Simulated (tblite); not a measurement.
# Relaxed scan of C₅H₁₀Si₂

- system: C₅H₁₀Si₂
- method: GFN2-xTB relaxed scan under a harmonic restraint, gas phase (tblite 0.8.0)

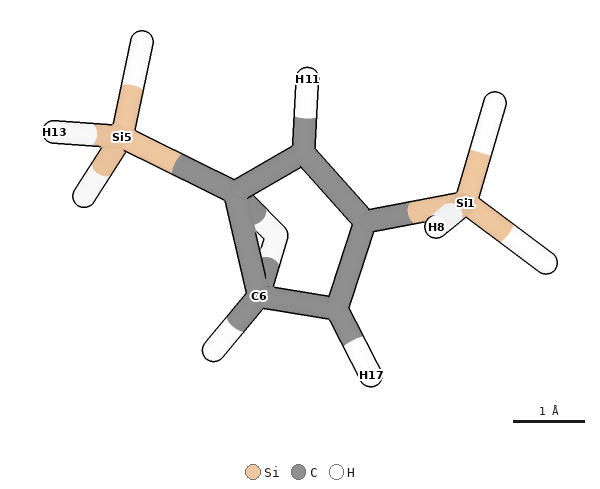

Figure 1. The structure as given in the input (stick view, seen at a tilt; atoms are numbered from 1 in the order of the input). Bond lengths as drawn: C–C 1.39 to 1.51 Å, C–H 1.07 to 1.28 Å, C–Si 1.87 Å and H–Si 1.46 to 1.47 Å.

## Input file
```
{"job": {"xc": "GFN2-xTB", "basis": "xTB", "coordinate": [["d", [11, 3], 1], ["d", [11, 5], -1]], "kind": "drive"}, "charge": 0, "multiplicity": 1}
Si    -0.055171    -0.132521     2.568789
C      0.731916     0.145564     0.893194
C      0.978550    -0.829682    -0.067321
C      1.615498    -0.274342    -1.191698
Si     2.482459    -1.185938    -2.577556
C      1.753775     1.188551    -0.861134
C      1.220734     1.366336     0.410576
H      0.989492    -0.253825     3.593037
H     -0.925240     0.998946     2.909176
H     -0.850446    -1.364538     2.537357
H      0.716664    -1.869122     0.020959
H      0.884788     0.672316    -1.645454
H      3.752760    -1.736304    -2.100528
H      1.614577    -2.256603    -3.076344
H      2.730393    -0.220449    -3.655206
H      2.351123     1.889131    -1.417594
H      1.177096     2.301870     0.938051
```

The first line tells a small driver script what to run in tblite; the rest is the geometry in Å.

Hardware: 1 CPU thread, shared host.

Launch command:
```bash
OMP_NUM_THREADS=1 python <driver script> task.json out
```

## The program's output
```
point  coordinate     E/eV
  0      0.175     -521.86816
  1      0.346     -522.06612
  2      0.495     -522.30878
  3      0.630     -522.53892
  4      0.751     -522.72320
  5      0.868     -522.86218
  6      0.980     -522.94331
  7      1.087     -522.96192
```

## Summary

| quantity | value |
| --- | --- |
| outcome | converged |
| wall time | 1.3 s |
| peak memory | 0.19 GiB |
